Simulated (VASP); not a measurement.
Band structure of CdO. All values below come from PBE GGA, VASP's PBE PAW potentials (set 64) (plane waves; VASP).

The cell holds a wide vacuum, so values per volume refer to the whole cell.

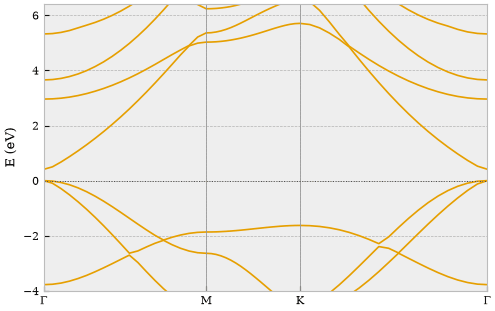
Fig. 1. Bands along high-symmetry lines, zero at the valence-band maximum or, without a gap, the Fermi level

### Question
Read the plot: is there a gap, and where are the band edges?

### Answer
The gap is direct, 0.41 eV, from the valence maximum at Γ to the conduction minimum at Γ.

The cell is a sheet with vacuum, built from a generated structure.
